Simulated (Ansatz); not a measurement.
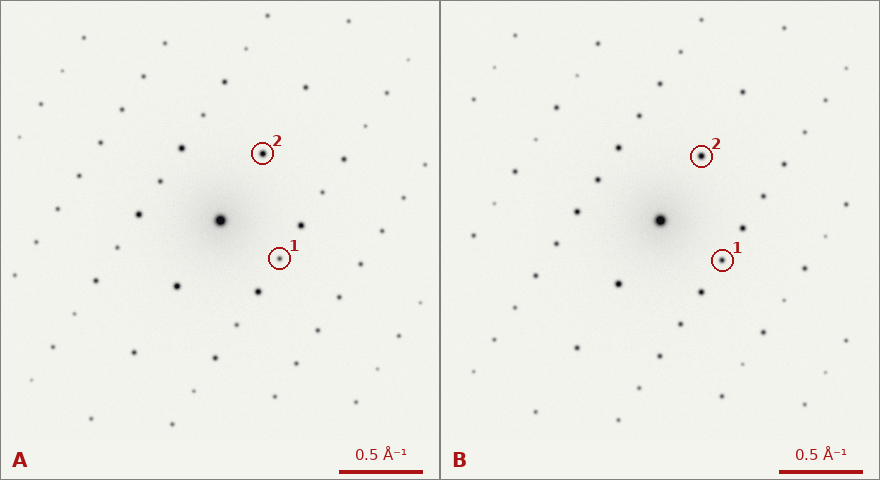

Kinematic electron diffraction patterns (120 kV, B = 0.5 Å², same scale) along [011] of the run's own cell, for the start and the end of one relaxation of LiCu with Ansatz 0.2.0, DFT PBE, scalar-relativistic, plane waves, PAW. k mesh 12×16×12. The start is a generated model structure, and the relaxation ends in the nearest stationary point of its symmetry, not necessarily the ground state. Spot 1 is 0 -1 1 and spot 2 is 2 0 0 in both.

Start structure:

```yaml
crystal:
  lattice:
    - [4.19739, 0.00000, 0.00000]
    - [0.00000, 2.77768, 0.00000]
    - [0.00000, 0.00000, 4.28557]
  atoms:
    - { symbol: Li, position: [0.75000, 0.00000, 0.68700] }
    - { symbol: Li, position: [0.25000, 0.00000, 0.31300] }
    - { symbol: Cu, position: [0.75000, 0.50000, 0.18800] }
    - { symbol: Cu, position: [0.25000, 0.50000, 0.81200] }
```

Question: Which pattern belongs to the start structure, and which to the relaxed one?

Answer: A is the start: its cell gives d(1) = 2.331 Å, d(2) = 2.099 Å and an angle of 90.0°. B is the relaxed structure, with d(1) = 2.241 Å (-3.9 %), d(2) = 2.174 Å (+3.6 %) and 90.0°.

Question: Name reflections whose intensity changes strongly on relaxation.

Answer: 0 2 -2 goes from 14 to 1.7 % of the strongest spot; 2 2 -2 goes from 9.8 to 1.2 % of the strongest spot; 2 -1 1 goes from 8.1 to 19 % of the strongest spot.

Question: Summarise the relaxation behind the change.

Answer: The volume changed by +4.8 % to 13.09 Å³ an atom; with the mean shift removed, the atoms moved by up to 0.20 Å relative to the cell (Cu most); the space group stayed Pmma (No. 51); the free energy fell by 30 meV an atom. Relaxed cell: a = 4.348 Å, b = 2.544 Å, c = 4.732 Å, α = 90.00°, β = 90.00°, γ = 90.00°.
